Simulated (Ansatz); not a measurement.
# What SiPbS3 in P4bm, a phase reached by a soft mode distorts into, part 3 of 3

Wanted: the energy along a soft mode of SiPbS3 in P4bm, a phase reached by a soft mode and the structure at the end.

Ansatz 0.2.0; DFT PBEsol, scalar-relativistic, plane waves, PAW; PAW set soft_1.

So far. Step 5 (Energy along the mode, all amplitudes (two of the runs …): The lowest of the steps tried is at 0.14 Å, 0.173 meV/atom below the parent; the bottom of the well need not coincide with a step. Step 7 (The new phase in its own primitive cell): The largest force component left is 0.99 meV/Å and the pressure is 0.000 GPa, within the tolerances set. The cell now holds 20.68 Å³/atom.

The structure was built from a prototype and need not be the compound's stable phase.

In doubt: the program warns that the response may not be converged on this k-mesh, which bears on the force constants and all frequencies.

## (8) Modes of the new phase

A relaxed structure may still be a saddle point, so its zone-centre modes are computed. The response to a homogeneous field gives the Born charges and the dielectric tensor.

Contents of input.yaml:

```yaml
crystal:
  lattice:
    - [4.2761162847, -4.2785934407, 6.813e-06]
    - [4.2761162847, 4.2785934407, 6.813e-06]
    - [-0.0682799932, 0.0, 5.6526385056]
  atoms:
    - { symbol: Pb, position: [0.0142585655, 0.0142585655, 0.0557082391] }
    - { symbol: Pb, position: [0.5055112534, 0.5055112534, 0.0568343817] }
    - { symbol: Si, position: [0.4932499382, 0.9955756495, 0.5752424821] }
    - { symbol: Si, position: [0.9955756495, 0.4932499382, 0.5752424821] }
    - { symbol: S, position: [0.6771637773, 0.6771637773, 0.4862163549] }
    - { symbol: S, position: [0.2853461337, 0.2853461337, 0.4355807213] }
    - { symbol: S, position: [0.7950093449, 0.1859220311, 0.4614706803] }
    - { symbol: S, position: [0.1859220311, 0.7950093449, 0.4614706803] }
    - { symbol: S, position: [0.4963841139, 0.0079694118, 0.9503289582] }
    - { symbol: S, position: [0.0079694118, 0.4963841139, 0.9503289582] }
kpoints:
  mp_grid: { grid: [4, 4, 4] }
hamiltonian:
  xc: pbesol
  pseudopotentials: { kind: paw, azcp: { folder: soft_1 }, xc_functional: pbe }
scf:
  occupations: { method: fixed }
output:
  eigenvalues: true
phonons:
  method: dfpt
  dielectric: true
  rigid_motions: translations
```

Started as:

```console
$ ansatz run input.yaml --threads 8 --pin off --max-ram 16384MiB --backend cpu --events-out ev --progress --plain --runs-dir out
```

Numbers of over 12 decimals in the logs are rounded to 6 here.

The program printed:

```text
[...]
Crystal: 10 atoms, lattice volume = 206.839 Å³
Basis set: ecut = 420 eV, 4053 PW (Γ), exchange–correlation on 90×90×80 points (8 copies of the dense FFT grid, shifted against one another)
Bands: 46, of which v1, the nominal top of the filled ones, is band 36 counted from 1 (35 counted from 0)
Symmetry: 2 space group operations
k-points: 36 of 64 (irreducible under 1 space group operation, time reversal used)
[...]
SCF iter   1: F=—  HF=-30072.516839 eV  |F-HF|=—  |Δ(HF+E_count)|=         —  Δρ=3.50e-2  dr2=3.69e0  ethr=3.10e-3  ⟨swp⟩=5.4  Hψ=7168  notcnv=0  defer=221
[...]
SCF iter  11: F=-30071.409846 eV  HF=-30071.409846 eV  |F-HF|=3.64e-12  |Δ(HF+E_count)|=  3.64e-11  Δρ=1.10e-7  dr2=3.23e-11  ethr=1.00e-12  ⟨swp⟩=19.6  Hψ=14150  notcnv=0
SCF 1 converged in 11 iterations: F = -30071.409846 eV  dr2 = 3.23e-11
[...]
NSCF: frozen V_eff on 4 k-points
[...]
Bands: 37, of which v1, the nominal top of the filled ones, is band 36 counted from 1 (35 counted from 0)
k-points: 144 of 512 (time reversal used)
[...]
Eigensolver: Dense (144 Hₖ)
SCF iter   1: F=—  HF=-30071.287822 eV  |F-HF|=—  |Δ(HF+E_count)|=         —  Δρ=4.06e-4  dr2=1.43e-4  ethr=1.00e-1
[...]
SCF iter   4: F=-30071.287856 eV  HF=-30071.287856 eV  |F-HF|=1.32e-8  |Δ(HF+E_count)|=   9.13e-8  Δρ=5.59e-6  dr2=7.88e-8  ethr=1.38e-9
SCF 1 converged in 4 iterations: F = -30071.287856 eV  dr2 = 7.88e-8
[...]
SCF converged after 11 iterations
Free energy (F): -30071.409846 eV
[...]
Internal energy: -30071.409846 eV  (E = F + TS)
E sigma→0 (E₀):  -30071.409846 eV
Fermi energy:    7.769212 eV
[...]
--- Band table (eV; the first three rows and the last of 36) ---
  k-point 0: bands = [... 32 lower, 5.9771, 6.7439, 7.4572, 7.6074, 8.9827, 9.9185, 10.8186, 10.9429, ... 6 higher]
  k-point 1: bands = [... 32 lower, 6.4996, 6.7611, 7.5930, 7.6993, 9.0245, 10.3906, 10.8848, 10.9275, ... 6 higher]
  k-point 2: bands = [... 32 lower, 6.8415, 6.8868, 7.7121, 7.7692, 9.2314, 9.7505, 10.9608, 11.1415, ... 6 higher]
  k-point 35: bands = [... 32 lower, 6.3398, 6.3643, 6.8661, 6.9437, 9.7811, 9.9179, 10.3460, 10.4028, ... 6 higher]
[...]
ASR residual: 7.700e-5 → 0.000e0 eV/Å²; symmetrization residual: 8.127e-6 eV/Å²
[...]
ε∞ (high-frequency dielectric tensor):
       15.285369     0.000000    -0.153709
        0.000000    15.375844    -0.000000
       -0.153709    -0.000000     8.838406
[...]
Born effective charges Z* (e; rows j = field, columns β = displacement):
    site 0:
         3.46056   -0.00000   -0.17173
        -0.00000    5.05442   -0.00000
        -0.10494   -0.00000    3.68529
    site 1:
         5.12795   -0.00000   -0.19798
        -0.00000    3.48854   -0.00000
        -0.01111   -0.00000    3.71994
    site 2:
         4.25964   -0.69707   -0.13646
         0.63884    4.12945   -0.16116
         0.01239   -0.21350    3.24369
    site 3:
         4.25964    0.69707   -0.13646
        -0.63884    4.12945    0.16116
         0.01239    0.21350    3.24369
    site 4:
        -2.64299    0.00000   -0.36527
         0.00000   -2.30277    0.00000
        -0.28312    0.00000   -2.24524
    site 5:
        -2.66558   -0.00000    0.99428
        -0.00000   -2.96229    0.00000
         0.24142    0.00000   -2.14110
    site 6:
        -2.81374    0.18037   -0.06706
        -0.07172   -2.68295   -0.68571
         0.03479   -0.30507   -2.11991
    site 7:
        -2.81374   -0.18037   -0.06706
         0.07172   -2.68295    0.68571
         0.03479    0.30507   -2.11991
    site 8:
        -3.08586   -0.07571    0.07387
        -0.00277   -3.08546   -0.22163
         0.03170   -0.21172   -2.63323
    site 9:
        -3.08586    0.07571    0.07387
         0.00277   -3.08546    0.22163
         0.03170    0.21172   -2.63323
  Z* charge neutrality: 3.997e-2 e pre-enforcement
[...]
optical modes at Γ without the LO–TO term, one row a degenerate level:
      ω (cm⁻¹)  modes    IR ((D/Å)²/amu)
        -27.26      1             6.8753
         42.34      1             3.3678
         45.20      1             1.3012
         46.18      1             0.3682
         48.22      1             2.0520
         79.37      1             0.4287
         81.18      1             1.0959
[...]
optical modes at Γ + LO–TO along q̂ = [1.0000, 0.0000, 0.0000]:
      ω (cm⁻¹)  modes    IR ((D/Å)²/amu)
[...]
optical modes at Γ + LO–TO along q̂ = [0.0000, 1.0000, 0.0000]:
      ω (cm⁻¹)  modes    IR ((D/Å)²/amu)
[...]
optical modes at Γ + LO–TO along q̂ = [0.0000, 0.0000, 1.0000]:
      ω (cm⁻¹)  modes    IR ((D/Å)²/amu)
[...]
213.92      1             0.0048
        254.59      1            13.0728
        256.13      1            14.0996
        291.63      1             0.3594
        312.16      1             5.2187
        348.89      1            10.7461
        356.76      1            15.9490
        365.21      1             9.2163
        373.95      1             7.1321
        374.40      1             0.4801
        493.00      1             0.0018
        542.90      1            32.8457
```

Elapsed: 2.8 min, on 8 threads of Arm Neoverse V2, shared host; peak memory 2.3 GiB; 21 min of CPU time.

Numbers from this step:

```
sum-rule residual before enforcement                    : 7.70e-5 eV/Å²
miss of the charge sum rule                             : 0.03997 e
estimated error of the dielectric tensor                : 0.08106
estimated error of the Born charges                     : 0.04608 e
point group                                             : m
highest optical mode at the zone centre (no LO-TO term) : 508.8 cm⁻¹
lowest optical zone-centre mode                         : -27.26 cm⁻¹
mean high-frequency dielectric constant                 : 13.17
largest Born charge (third of the trace)                : 4.112 e
top of the zone-centre spectrum with the field          : 542.9 cm⁻¹
```

Patterns of degenerate modes are one choice out of their space. Modes at Γ, with each element's share of the kinetic energy (negative means imaginary):

| mode | frequency (cm⁻¹) | symmetry | Pb % | Si % | S % |
| --- | --- | --- | --- | --- | --- |
| 1 | -27.3 | A'' | 24 | 3 | 72 |
| 2 | 0.0 | acoustic | 63 | 8 | 29 |
| 3 | 0.0 | acoustic | 63 | 8 | 29 |
| 4 | 0.0 | acoustic | 63 | 8 | 29 |
| 5 | 42.3 | A' | 58 | 4 | 37 |
| 6 | 45.2 | A' | 78 | 5 | 17 |
| 7 | 46.2 | A'' | 90 | 1 | 9 |
| 8 | 48.2 | A' | 83 | 4 | 13 |
| 9 | 79.4 | A'' | 18 | 22 | 61 |
| 10 | 81.2 | A' | 13 | 8 | 79 |
| 11 | 90.5 | A' | 27 | 7 | 66 |
| 12 | 135.1 | A'' | 4 | 7 | 89 |
| 13 | 136.6 | A' | 4 | 1 | 96 |
| 14 | 149.7 | A' | 4 | 7 | 89 |
| 15 | 172.3 | A'' | 0 | 25 | 74 |
| 16 | 175.0 | A' | 1 | 27 | 72 |
| 17 | 184.0 | A' | 5 | 12 | 82 |
| 18 | 195.8 | A'' | 0 | 42 | 58 |
| 19 | 213.9 | A'' | 0 | 2 | 98 |
| 20 | 254.6 | A'' | 1 | 23 | 76 |
| 21 | 256.0 | A' | 1 | 24 | 75 |
| 22 | 291.2 | A' | 1 | 2 | 97 |
| 23 | 301.5 | A' | 0 | 10 | 90 |
| 24 | 348.9 | A'' | 0 | 36 | 64 |
| 25 | 356.7 | A' | 0 | 76 | 24 |
| 26 | 365.2 | A'' | 0 | 20 | 80 |
| 27 | 373.9 | A' | 0 | 33 | 67 |
| 28 | 374.4 | A'' | 0 | 54 | 46 |
| 29 | 493.0 | A'' | 0 | 56 | 44 |
| 30 | 508.8 | A' | 0 | 62 | 38 |

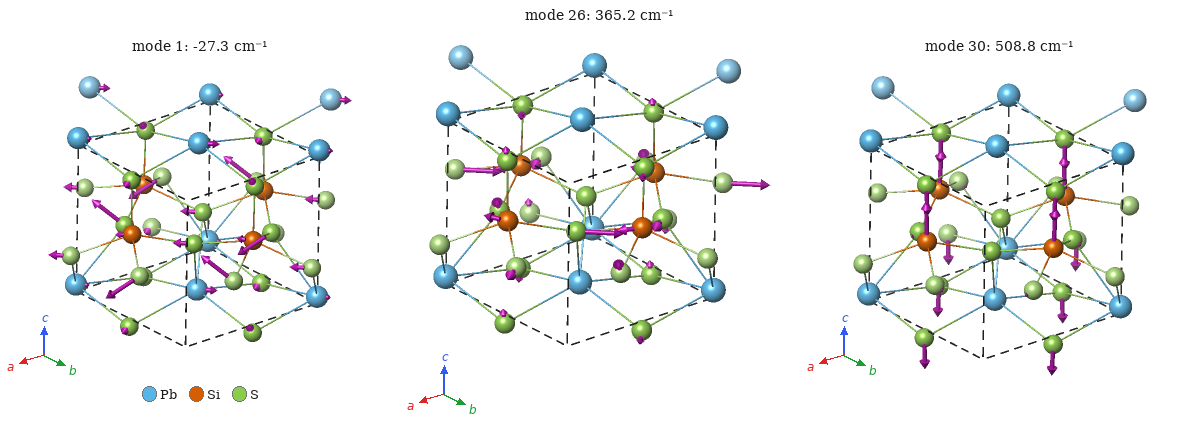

Displacement patterns of modes 1, 26 and 30 at Γ; arrows are exaggerated. Some periodic images of atoms are drawn too.

Optical modes at the zone centre, without and with the macroscopic field of the longitudinal modes; each column is sorted by frequency, so a row need not hold one and the same mode. Modes with and without the field, by row:

| rank among optical modes | no field (cm⁻¹) | q along (1, 0, 0) (cm⁻¹) | q along (0, 1, 0) (cm⁻¹) | q along (0, 0, 1) (cm⁻¹) |
| --- | --- | --- | --- | --- |
| 1 | -27.3 | -27.3 | 36.4 | -27.3 |
| 2 | 42.3 | 44.1 | 42.3 | 42.4 |
| 3 | 45.2 | 46.2 | 45.2 | 45.2 |
| 4 | 46.2 | 46.8 | 48.2 | 46.2 |
| 5 | 48.2 | 65.1 | 50.6 | 48.3 |
| 6 | 79.4 | 79.4 | 80.7 | 79.4 |
| 7 | 81.2 | 82.2 | 81.2 | 82 |
| 8 | 90.5 | 90.5 | 90.5 | 125.5 |
| 9 | 135.1 | 135.1 | 135.5 | 135.1 |
| 10 | 136.6 | 136.6 | 136.6 | 137.6 |
| 11 | 149.7 | 149.9 | 149.7 | 151.7 |
| 12 | 172.3 | 172.3 | 175 | 172.3 |
| 13 | 175 | 183.9 | 184 | 175.1 |
| 14 | 184 | 195.8 | 190.8 | 184.2 |
| 15 | 195.8 | 206.8 | 209.4 | 195.8 |
| 16 | 213.9 | 213.9 | 213.9 | 213.9 |
| 17 | 254.6 | 254.6 | 256 | 254.6 |
| 18 | 256 | 276.7 | 275.2 | 256.1 |
| 19 | 291.2 | 291.9 | 291.2 | 291.6 |
| 20 | 301.5 | 301.5 | 301.5 | 312.2 |
| 21 | 348.9 | 348.9 | 355.5 | 348.9 |
| 22 | 356.7 | 365.2 | 356.7 | 356.8 |
| 23 | 365.2 | 366.4 | 373.8 | 365.2 |
| 24 | 373.9 | 374.4 | 373.9 | 373.9 |
| 25 | 374.4 | 393.3 | 385.6 | 374.4 |
| 26 | 493 | 493 | 493 | 493 |
| 27 | 508.8 | 508.8 | 508.8 | 542.9 |

Born charge (rows field, columns displacement) (e), principal values of the symmetric part by kind of site:

| atom | atoms with these values | low | middle | high | mean |
| --- | --- | --- | --- | --- | --- |
| Pb1 | 1 | 3.39 | 3.75 | 5.05 | 4.07 |
| Pb2 | 1 | 3.49 | 3.71 | 5.14 | 4.11 |
| Si3 | 2 | 3.20 | 4.16 | 4.27 | 3.88 |
| S5 | 1 | -2.82 | -2.30 | -2.06 | -2.40 |
| S6 | 1 | -3.07 | -2.96 | -1.73 | -2.59 |
| S7 | 2 | -2.98 | -2.81 | -1.83 | -2.54 |
| S9 | 2 | -3.18 | -3.09 | -2.54 | -2.93 |

In full for Si3:

```
 4.26 -0.70 -0.14
 0.64  4.13 -0.16
 0.01 -0.21  3.24
```

High-frequency dielectric tensor:

```
15.29  0.00 -0.15
 0.00 15.38  0.00
-0.15  0.00  8.84
```

Transverse modes; imaginary modes are left out. Infrared lines, with heights relative to the strongest:

| position (cm⁻¹) | lines merged | relative intensity |
| --- | --- | --- |
| 42 | 1 | 12 |
| 45 | 1 | 4.6 |
| 46 | 1 | 1.3 |
| 48 | 1 | 7.2 |
| 79 | 1 | 1.5 |
| 81 | 1 | 3.8 |
| 90 | 1 | 28 |
| 135 | 1 | 1.5 |
| 137 | 1 | 0.4 |
| 150 | 1 | 2.2 |
| 172 | 1 | 82 |
| 175 | 1 | 92 |
| 184 | 1 | 1.0 |
| 196 | 1 | 10 |
| 214 | 1 | 0.0 |
| 255 | 1 | 46 |
| 256 | 1 | 49 |
| 291 | 1 | 2.9 |
| 302 | 1 | 21 |
| 349 | 1 | 38 |
| 357 | 1 | 56 |
| 365 | 1 | 32 |
| 374 | 2 | 27 |
| 493 | 1 | 0.0 |
| 509 | 1 | 100 |

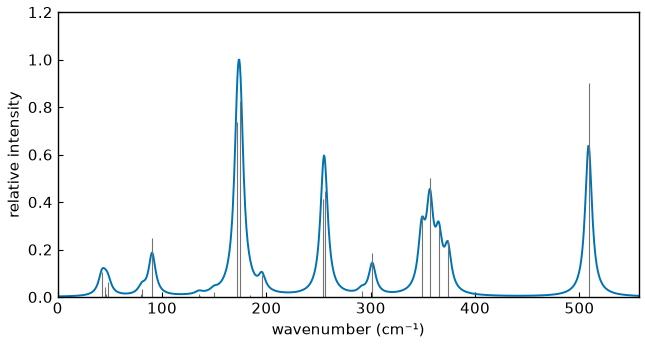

The infrared spectrum, broadened with Lorentzians of width 8 cm⁻¹; bars mark the lines.

Before it was imposed, the acoustic sum rule was missed by 7.7e-5 eV/Å² and the charge sum rule by 0.040 e. The charge miss is large and points to the mesh or the basis. The lowest optical mode is imaginary, 27.3i cm⁻¹, so the energy falls along it.

The log warns of the k mesh: “the force constants stand on the 4×4×4 k-mesh, whose period is 9.46 times the interband length at k = (0.0000, 0.0000, 0.2500), direct gap 1.325 eV, under 14: take them and everything formed from them as unconverged”.

## (9) Summary of results

```
unstable mode of the parent                                                      : q = (0, 0, 0), 25i cm⁻¹
depth at the lowest point sampled                                                : 0.173 meV/atom
largest atomic shift at that point                                               : 0.14 Å
space group reached (within 0.01 Å)                                              : Cm
energy gained over the parent (first relaxation, on the mesh of the frozen mode) : 0.534 meV/atom
volume per atom, phase reached                                                   : 20.7 Å³
gap on the k-mesh, phase reached                                                 : 1.21 eV
lowest optical zone-centre mode, phase reached                                   : -27.3 cm⁻¹
highest optical mode at the zone centre (no LO-TO term), phase reached           : 509 cm⁻¹
```

In words: Along this mode the structure falls into Cm, 0.534 meV/atom below the parent. At the parent's cell the well is 0.173 meV/atom deep on the steps tried, with its lowest point at a shift of 0.14 Å. Relaxing atoms and cell changes the gain by +0.36 meV/atom against the lowest step (energies at zero smearing). Most of the total comes from this relaxation. The new phase still has an imaginary mode at the zone centre of its cell, so it is a saddle point on the way to a lower structure. How so shallow a well moves with the k mesh was not tested. Of the 2 patterns followed to their end from this parent, this one ends 0.563 meV/atom above the lowest, Pc. Another end point lies within 1 meV/atom; how such a difference moves with mesh and cutoff was not tested. Each path keeps the symmetry of its pattern, so a lower phase may lie along a pattern not tried. With the field response the log warns that the k mesh is coarse for the force constants too, so the frequencies may not be converged. Spin-orbit coupling is left out, which can matter for the heavy elements here. The PAW files were made for PBE and serve the other functionals too. The starting cell was built on a prototype and not taken from a measurement, so the phase need not exist.

[Logs are printed without paths, hosts, clocks, repeated set-up lines and the standing remarks that a program may print on its own settings, such as how far it seeks lower states.]

[Hosts, paths, dates, database ids (printed as entryN), source tags and the programs' standing remarks are cut or masked in the printed files.]
